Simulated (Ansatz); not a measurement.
# CHClInNO (SMILES O=C=[N][InH][Cl]): HF/3-21G

Aim: the energy change on altering one bond length of CHClInNO at HF/3-21G, from 2 runs. 

The calculation is run with Ansatz 0.2.0.

147 further runs of the same task are left out: 6 that didn't finish, 141 set aside as unsound or not needed. Runs told in other sessions of the task aren't counted.

### 1 The structure to begin with

The species is CHClInNO (6 atoms), meant as a singlet with charge 0. As SMILES, `O=C=[N][InH][Cl]`. The coordinates come from a PBE0-D4/def2-TZVP relaxation. This is one conformer, not always the lowest.

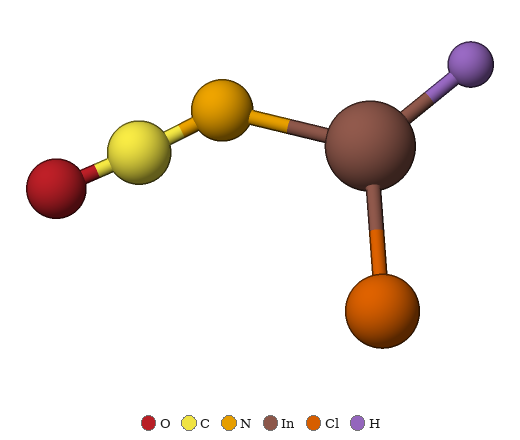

Viewed from a chosen angle; oxygen red, carbon yellow, nitrogen amber, indium brown, chlorine orange, hydrogen purple.

### 2 A single-point energy at HF/3-21G

job.yaml

```yaml
crystal:
  periodic: [false, false, false]
  atoms:
    - symbol: O
      position_ang: [1.628000, -2.320400, 0.058100]
    - symbol: C
      position_ang: [0.896600, -1.470900, 0.379300]
    - symbol: "N"
      position_ang: [0.136700, -0.626900, 0.782100]
    - symbol: In
      position_ang: [-0.744200, 1.027900, 0.031300]
    - symbol: Cl
      position_ang: [-0.127000, 1.382000, -2.172000]
    - symbol: H
      position_ang: [-1.790100, 2.008300, 0.921200]
basis:
  gaussian: {orbitals: 3-21G-spherical.json}
hamiltonian: {xc: hf}
accuracy: high
output: {orbitals: {seedname: orbitals}}
```

The basis set 3-21G is read from a file made from the Basis Set Exchange's data (not shown).

The run is started by

```console
$ ansatz run job.yaml --threads 1 --pin off --max-ram 3480MiB --events-out events.jsonl --progress --plain --runs-dir runs
```

The program printed:

```text
Warning: RAYON_NUM_THREADS=1 ignored (pool sized by the plan → 1); use --threads N
Functional definition: HF
  name "HF"
  exchange = exact_x
  correlation = 0
1562 factors; integrals over basis functions are off by at most 2.9e-8 eV
mean field evaluation 1: about -172488.3637 eV, gradient 3.6e1 eV
mean field evaluation 2: about -172488.6606 eV, gradient 3.7e1 eV
mean field evaluation 4: about -172491.5889 eV, gradient 2.3e0 eV
mean field evaluation 8: about -172491.6224 eV, gradient 3.1e-1 eV
mean field evaluation 16: about -172491.6227 eV, gradient 2.4e-8 eV
mean field -172491.62265468 eV, -6338.9502135383 hartree, gradient 7.0e-8 eV, S^2 0.000000; 0 other end points of the search recorded, 0 dependent functions left out
reference -172491.62265468 eV, -6338.9502135383 hartree; 44, 44 occupied and 29, 29 virtual orbitals, 1562 factors
Total energy: -172491.62265468 eV, -6338.9502135383 hartree
```

Run time: 2.8 s. Hardware: 1 thread of Arm Neoverse V1, shared host; peak memory 0.22 GiB.

### 3 The distorted shape

in.yaml

```yaml
crystal:
  periodic: [false, false, false]
  atoms:
    - {symbol: O, position_ang: [1.941769, -2.614519, -0.208869]}
    - {symbol: C, position_ang: [1.210369, -1.765019, 0.112331]}
    - {symbol: "N", position_ang: [0.450469, -0.921019, 0.515131]}
    - {symbol: In, position_ang: [-0.430431, 0.733781, -0.235669]}
    - {symbol: Cl, position_ang: [0.186769, 1.087881, -2.438969]}
    - {symbol: H, position_ang: [-1.790100, 2.008300, 0.921200]}
basis:
  gaussian: {orbitals: 3-21G-spherical.json}
hamiltonian: {xc: hf}
accuracy: high
output: {orbitals: {seedname: orbitals}}
```

The basis set 3-21G is read from a file made from the Basis Set Exchange's data (not shown).

The run is started by

```console
$ ansatz run in.yaml --threads 1 --pin off --max-ram 3480MiB --events-out events.jsonl --progress --plain --runs-dir runs
```

The program printed:

```text
Warning: RAYON_NUM_THREADS=1 ignored (pool sized by the plan → 1); use --threads N
[... 4 set-up lines as earlier in the session ...]
1559 factors; integrals over basis functions are off by at most 2.0e-8 eV
mean field evaluation 1: about -172487.5260 eV, gradient 3.6e1 eV
mean field evaluation 2: about -172487.8207 eV, gradient 3.6e1 eV
mean field evaluation 4: about -172490.7165 eV, gradient 2.4e0 eV
mean field evaluation 8: about -172490.7523 eV, gradient 3.3e-1 eV
mean field evaluation 16: about -172490.7527 eV, gradient 2.5e-8 eV
mean field -172490.75265295 eV, -6338.9182415644 hartree, gradient 7.4e-8 eV, S^2 0.000000; 0 other end points of the search recorded, 0 dependent functions left out
reference -172490.75265295 eV, -6338.9182415644 hartree; 44, 44 occupied and 29, 29 virtual orbitals, 1559 factors
Total energy: -172490.75265295 eV, -6338.9182415644 hartree
```

Run time: 2.8 s. Hardware: 1 thread of Arm Neoverse V1, shared host; peak memory 0.22 GiB.

### 4 Outcome

At HF/3-21G:

```
                                                          quantity           value
                                         first shape: total energy  -6338.95021 Eh
                                          first shape: HOMO energy       -11.49 eV
                                          first shape: LUMO energy         0.47 eV
                                        first shape: HOMO–LUMO gap        11.96 eV
                                     distorted shape: total energy  -6338.91824 Eh
                                      distorted shape: HOMO energy       -11.50 eV
                                      distorted shape: LUMO energy         0.35 eV
                                    distorted shape: HOMO–LUMO gap        11.85 eV
energy change with the In4–H6 bond stretched from 1.687 to 2.194 Å        0.870 eV
```

**Reading.** With the In4–H6 bond stretched from 1.687 to 2.194 Å the energy rises by 0.87 eV (20.1 kcal/mol). The first shape isn't relaxed at this level, so the change isn't measured from a minimum. Relativity is left out (first shape) although the molecule holds a heavy atom. Relativity is left out (distorted shape) although the molecule holds a heavy atom.
